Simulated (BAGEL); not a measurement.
# One shape, several levels: SiHCl (SMILES [SiH]Cl)

Aim: a comparison of 3 runs (PBE0/cc-pVDZ, CASPT2(12,9)/cc-pVDZ, RI-MP2/cc-pVDZ) of SiHCl. 

The results are computed with BAGEL 1.2.2.

4 further runs of the same task are left out: 4 set aside as unsound or not needed.

## 1. The system as given

SiHCl has 3 atoms, charge 0, and is taken as a singlet. SMILES: `[SiH]Cl`. One bond was lengthened or shortened from a relaxed shape.

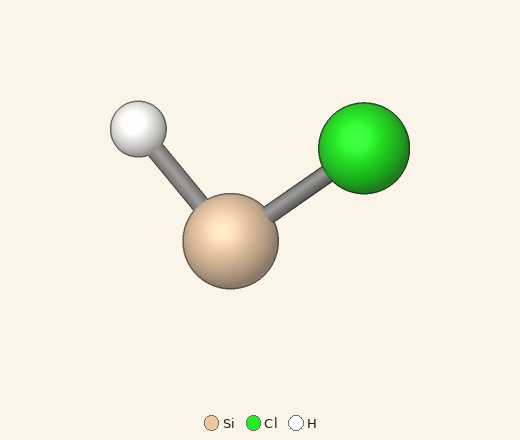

Viewed from a chosen angle; silicon light orange, chlorine green, hydrogen white.

## 2. The energy at PBE0/cc-pVDZ (density fitting with svp-jkfit) (run 1)

calc.json reads:

```json
{ "bagel" : [

{
  "title" : "molecule",
  "basis" : "cc-pvdz.json",
  "df_basis" : "svp-jkfit",
  "angstrom" : true,
  "geometry" : [
    { "atom" : "Si", "xyz" : [   -0.274732,    0.538246,   -0.088384 ] },
    { "atom" : "Cl", "xyz" : [    1.275420,    0.352820,    0.736230 ] },
    { "atom" : "H", "xyz" : [   -0.453562,   -0.956514,   -0.356794 ] }
  ]
},
{
  "title" : "ks",
  "xc_func" : "pbe0"
},
{
  "title" : "print",
  "file" : "orbitals.molden",
  "orbitals" : true
}

]}
```

The basis set cc-pVDZ is read from a file made from the Basis Set Exchange's data (not shown).

Launch:

```
$ BAGEL_NUM_THREADS=1 BAGEL calc.json > calc.out
```

Output:

```text
* using 1 threads per process

  ===============================================================
  ===============================================================

  *** Geometry ***

  { "atom" : "Si", "xyz" : [     -0.519168,      1.017138,     -0.167022 ] },
  { "atom" : "Cl", "xyz" : [      2.410194,      0.666733,      1.391273 ] },
  { "atom" : "H", "xyz" : [     -0.857108,     -1.807549,     -0.674243 ] },

  Number of auxiliary basis functions:      274

  Since a DF basis is specified, we compute 2- and 3-index integrals:
    o Being stored without compression. Storage requirement is 0.004 GB

  Number of basis functions:       41
  Number of electrons      :       32

    * METHOD: MOLECULE                             0.05

  *** Kohn-Sham DFT ***

    * Removing 3824 points whose weight is below 1.00e-10
    * Grid points: 40894

  === Nuclear Repulsion ===
    79.8811310891

       - DIIS with orbital gradients will be used.

  === KS iteration (pbe0 / cc-pvdz.json) ===
      0       -739.04917049          0.12370724           0.07
      1       -733.67720386          0.18160149           0.06
      2       -738.57131619          0.08778942           0.06
      3       -741.03526000          0.14531045           0.06
      4       -744.85576876          0.13487071           0.06
      5       -744.89721558          0.13520438           0.06
      6       -744.99137697          0.13534243           0.06
      7       -742.70804940          0.14299481           0.06
      8       -739.97626013          0.10322347           0.06
      9       -744.41072912          0.14054701           0.06
     10       -744.40721483          0.13961848           0.06
     11       -748.79160017          0.07526322           0.06
     12       -749.49153665          0.04591003           0.06
     13       -749.70892295          0.03287419           0.06
     14       -749.89715704          0.01359955           0.06
     15       -749.94797944          0.00108622           0.06
     16       -749.94811389          0.00049486           0.06
     17       -749.94817252          0.00002532           0.06
     18       -749.94817281          0.00001147           0.06
     19       -749.94817285          0.00000303           0.06
     20       -749.94817285          0.00000082           0.06
     21       -749.94817285          0.00000025           0.06
     22       -749.94817285          0.00000009           0.06
     23       -749.94817285          0.00000001           0.06
     24       -749.94817285          0.00000000           0.06
    * SCF iteration converged.

    * Permanent dipole moment:
           (   -0.290724,     0.106204,    -0.146497) a.u.

    * METHOD: KS                                   1.56

    * METHOD: PRINT                                0.00

  ===============================================================
```

It took 1.8 s on 1 thread of Arm Neoverse V2, shared host; peak memory 0.12 GiB.

## 3. The energy at CASPT2(12,9)/cc-pVDZ (density fitting with svp-jkfit) (run 2)

calc.json reads:

```json
{ "bagel": [

{
  "title": "molecule",
  "basis": "cc-pvdz.json",
  "df_basis": "svp-jkfit",
  "angstrom": "true",
  "geometry": [
    { "atom": "Si", "xyz": [   -0.274732,    0.538246,   -0.088384 ] },
    { "atom": "Cl", "xyz": [    1.275420,    0.352820,    0.736230 ] },
    { "atom": "H", "xyz": [   -0.453562,   -0.956514,   -0.356794 ] }
  ]
},
{ "title": "hf" },
{ "title": "casscf", "nstate": 1, "nact": 9, "nclosed": 10, "maxiter": 200, "natocc": "true" },
{ "title": "print", "file": "orbitals.molden", "orbitals": "true" },
{ "title": "smith", "method": "caspt2", "ms": "true", "xms": "true", "sssr": "true", "shift": 0.2, "shift_imag": "true", "ncore": 10 }

]}
```

The basis set cc-pVDZ is read from a file made from the Basis Set Exchange's data (not shown).

Launch:

```
$ BAGEL_NUM_THREADS=1 BAGEL calc.json > calc.out
```

Output:

```text
* using 1 threads per process

  ===============================================================
  ===============================================================

  *** Geometry ***

  { "atom" : "Si", "xyz" : [     -0.519168,      1.017138,     -0.167022 ] },
  { "atom" : "Cl", "xyz" : [      2.410194,      0.666733,      1.391273 ] },
  { "atom" : "H", "xyz" : [     -0.857108,     -1.807549,     -0.674243 ] },

  Number of auxiliary basis functions:      274

  Since a DF basis is specified, we compute 2- and 3-index integrals:
    o Being stored without compression. Storage requirement is 0.004 GB

  Number of basis functions:       41
  Number of electrons      :       32

    * METHOD: MOLECULE                             0.05

  *** RHF ***

  === Nuclear Repulsion ===
    79.8811310891

      * DIIS with orbital gradients will be used.

[... 6 lines left out ...]
    * SCF iteration converged.
[... 1 line left out ...]
    * Permanent dipole moment:
[... 22 lines left out ...]
    * Second-order optimization converged. *
[... 11 lines left out ...]
     * ci vector, state   0, <S^2> = -0.0000
[... 18 lines left out ...]
    * Zeroth order energy : state  0       -7.4814257624

    * CASPT2 iteration is performed using orthogonal basis

      -------------------------------------------  CASPT2 iteration  ---------------------------------------------------
       #      aibj      arbs      arbi      airj      risj      airs      arst      rist         Etot      error   time
      ------------------------------------------------------------------------------------------------------------------

       0   0.00000  -0.13970   0.00000   0.00000   0.00000   0.00000  -0.04102   0.00000   -0.1807216  0.0025801   0.16
       1   0.00000  -0.13989   0.00000   0.00000   0.00000   0.00000  -0.04154   0.00000   -0.1814311  0.0003207   0.15
       2   0.00000  -0.13990   0.00000   0.00000   0.00000   0.00000  -0.04155   0.00000   -0.1814433  0.0000363   0.15
       3   0.00000  -0.13990   0.00000   0.00000   0.00000   0.00000  -0.04155   0.00000   -0.1814434  0.0000065   0.15
       4   0.00000  -0.13990   0.00000   0.00000   0.00000   0.00000  -0.04155   0.00000   -0.1814435  0.0000009   0.15

      ------------------------------------------------------------------------------------------------------------------

    * CASPT2 energy : state  0     -749.1762860800
        w/o shift correction       -749.1750706717
        reference weight              0.9331116476

    * METHOD: SMITH                                3.77

  ===============================================================
```

It took 28 s on 1 thread of Arm Neoverse V2, shared host; peak memory 0.6 GiB.

## 4. A single-point energy at RI-MP2/cc-pVDZ (density fitting with svp-jkfit) (run 3)

calc.json reads:

```json
{ "bagel" : [

{
  "title" : "molecule",
  "basis" : "cc-pvdz.json",
  "df_basis" : "svp-jkfit",
  "angstrom" : "true",
  "geometry" : [
    { "atom" : "Si", "xyz" : [   -0.274732,    0.538246,   -0.088384 ] },
    { "atom" : "Cl", "xyz" : [    1.275420,    0.352820,    0.736230 ] },
    { "atom" : "H", "xyz" : [   -0.453562,   -0.956514,   -0.356794 ] }
  ]
},
{ "title" : "hf" },
{ "title" : "mp2", "ncore" : 10 }

]}
```

The basis set cc-pVDZ is read from a file made from the Basis Set Exchange's data (not shown).

Launch:

```
$ BAGEL_NUM_THREADS=1 BAGEL calc.json > calc.out
```

Output:

```text
* using 1 threads per process

  ===============================================================
  ===============================================================

  *** Geometry ***

  { "atom" : "Si", "xyz" : [     -0.519168,      1.017138,     -0.167022 ] },
  { "atom" : "Cl", "xyz" : [      2.410194,      0.666733,      1.391273 ] },
  { "atom" : "H", "xyz" : [     -0.857108,     -1.807549,     -0.674243 ] },

  Number of auxiliary basis functions:      274

  Since a DF basis is specified, we compute 2- and 3-index integrals:
    o Being stored without compression. Storage requirement is 0.004 GB

  Number of basis functions:       41
  Number of electrons      :       32

    * METHOD: MOLECULE                             0.05

  *** RHF ***

  === Nuclear Repulsion ===
    79.8811310891

      * DIIS with orbital gradients will be used.

  === RHF iteration (cc-pvdz.json) ===
      0       -748.92316166          0.00737484           0.01
      1       -748.94638629          0.00284046           0.01
      2       -748.94863283          0.00075888           0.01
      3       -748.94896587          0.00014575           0.01
      4       -748.94897760          0.00005014           0.01
      5       -748.94897877          0.00001196           0.01
      6       -748.94897883          0.00000220           0.01
      7       -748.94897884          0.00000048           0.01
      8       -748.94897884          0.00000019           0.01
      9       -748.94897884          0.00000005           0.01
     10       -748.94897884          0.00000002           0.01
     11       -748.94897884          0.00000000           0.01
    * SCF iteration converged.

    * Permanent dipole moment:
           (   -0.250248,     0.099021,    -0.125225) a.u.

    * METHOD: HF                                   0.17

  *** RHF ***

  === Nuclear Repulsion ===
    79.8811310891

      * DIIS with orbital gradients will be used.

  === RHF iteration (cc-pvdz.json) ===
      0       -748.94897884          0.00000000           0.01
    * SCF iteration converged.

    * Permanent dipole moment:
           (   -0.250249,     0.099021,    -0.125226) a.u.

  === DF-MP2 calculation ===

    * freezing 10 orbitals
    * 3-index integral transformation done
    * assembly done

      MP2 correlation energy:   -0.2158666522      0.00

      MP2 total energy:       -749.1648454889

    * METHOD: MP2                                  0.03

  ===============================================================
```

It took 0.4 s on 1 thread of Arm Neoverse V2, shared host; peak memory 0.084 GiB.

## 5. All runs side by side

```
run                                                  level  iteration cap  active rule  energy (Eh)  wall time
  1          PBE0/cc-pVDZ (density fitting with svp-jkfit)              –            –  -749.948173      1.8 s
  2  CASPT2(12,9)/cc-pVDZ (density fitting with svp-jkfit)            200      valence  -749.176286       28 s
  3        RI-MP2/cc-pVDZ (density fitting with svp-jkfit)              –            –  -749.164845      0.4 s
```

## 6. Outcome

| quantity | value |
| --- | --- |
| run 3, RI-MP2/cc-pVDZ: total energy | -749.16485 Eh |
| run 3, RI-MP2/cc-pVDZ: correlation energy (10 core orbitals frozen) | -215.9 mEh |

All runs together took 30 s, the longest 28 s.
